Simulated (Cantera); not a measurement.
Input: 1 mol TEOS, 1.4 mol H2O, 57 mol N2, 0.016 mol CO2, at 37.0 mbar.

Method: chemical equilibrium by Gibbs-energy minimisation in Cantera with the NASA 1993 tables (ideal gas, pure condensed phases). Candidate condensed phases: C, C6H6, C7H8, C8H18, H2O, Si, SiC, SiO2, Si2N2O, Si3N4; 151 gas species. The feed counts by its element totals alone. N2 is the only nitrogen source here; it is nearly inert below about 1500 K, so the nitride shown seldom forms there in practice. Rates play no part.

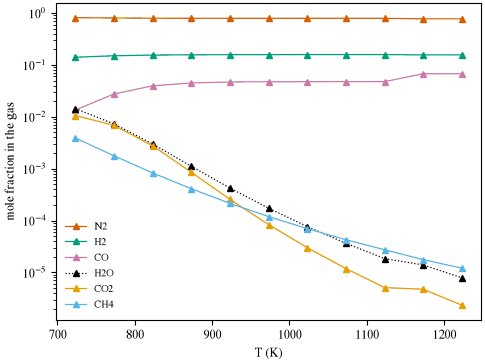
Fig. 1. Equilibrium gas composition (values under 1e-9 drawn at 1e-9)

Problem. Read off the mole fractions at 773 K.

Solution. N2 about 0.81, H2 about 0.15, CO about 0.028, H2O about 0.0073, CO2 about 0.0069, CH4 about 0.0018.
